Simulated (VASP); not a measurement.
Input:

```yaml
crystal:
  lattice:
    - [4.07837, 0.00000, 0.00000]
    - [0.00000, 4.07837, 0.00000]
    - [0.00000, 0.00000, 4.07837]
  atoms:
    - { symbol: K, position: [0.00000, 0.00000, 0.00000] }
    - { symbol: Zn, position: [0.50000, 0.50000, 0.50000] }
    - { symbol: F, position: [0.50000, 0.00000, 0.50000] }
    - { symbol: F, position: [0.00000, 0.50000, 0.50000] }
    - { symbol: F, position: [0.50000, 0.50000, 0.00000] }
```

The numbers are results of optB86b-vdW, VASP's PBE PAW potentials (set 64) (plane waves; VASP), not measurements. Settings: 520 eV cut-off, 6×6×6 Γ-centred mesh, tetrahedra with Blöchl corrections, potentials K_sv Zn F.

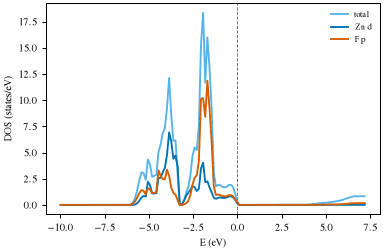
Fig. 1. Total and projected density of states, zero at the valence-band maximum

Within 2 eV below the valence-band maximum the largest weight inside VASP's projection spheres is F p, then Zn d.

The gap is indirect, 3.77 eV, from the valence maximum at R to the conduction minimum at Γ.

The compound is KZnF3 in the cubic perovskite structure. It was relaxed first.
